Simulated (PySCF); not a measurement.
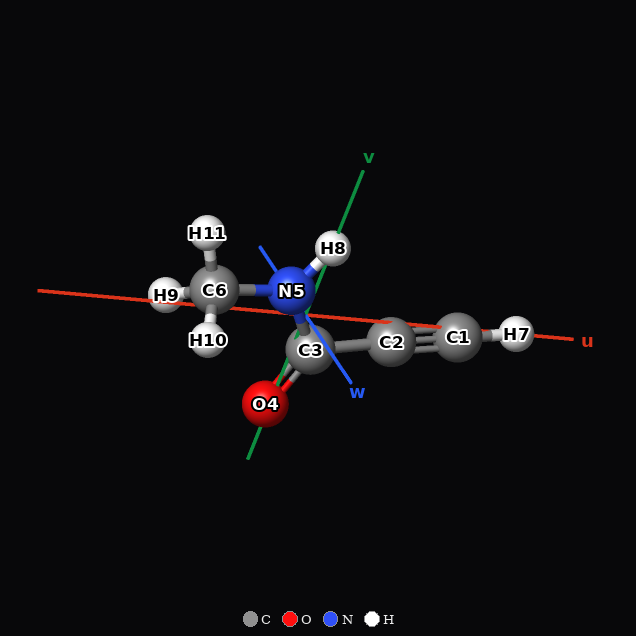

The lines u, v and w are the principal axes of the static dipole polarisability. The computed structure is the end point of a PBE0-D3(BJ)/def2-SVP optimisation. No frequency run is at hand to confirm it as a minimum. Method: CAM-B3LYP/def2-SVPD (PySCF 2.14.0).

Question. Along which axis is the molecule most polarisable, and along which least?

Answer. Most along u (nearly parallel to the N5–C6 bond), least along w.

Question. Give the three principal values.

Answer. u 82.7, v 55.4, w 40.3 bohr³; mean 59.5, anisotropy 37.2 bohr³.
